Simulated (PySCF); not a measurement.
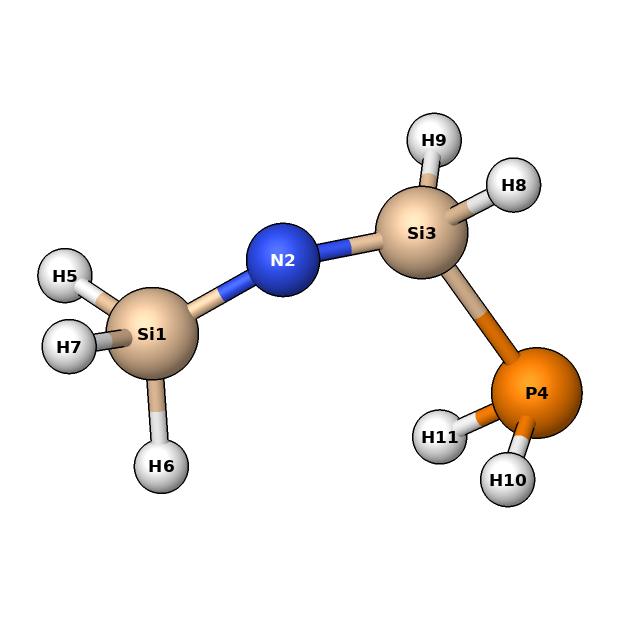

Every bond is drawn as one stick. Charge −1, singlet. Computed geometry: PBE0-D3(BJ)/def2-SVP optimisation. No frequency run is at hand to confirm it as a minimum. Level of theory: PBE0/pcSseg-1 (PySCF 2.14.0).

List the Mayer bond orders of Si1–N2, Si1–H5, Si1–H6, Si1–H7, N2–Si3, Si3–P4, Si3–H8, Si3–H9, P4–H10, P4–H11.

```tsv
bond	Mayer order	length (Å)
Si1–N2	1.33	1.658
Si1–H5	0.84	1.528
Si1–H6	0.85	1.527
Si1–H7	0.86	1.520
N2–Si3	1.43	1.645
Si3–P4	0.81	2.328
Si3–H8	0.86	1.517
Si3–H9	0.84	1.525
P4–H10	0.94	1.432
P4–H11	0.94	1.432
```
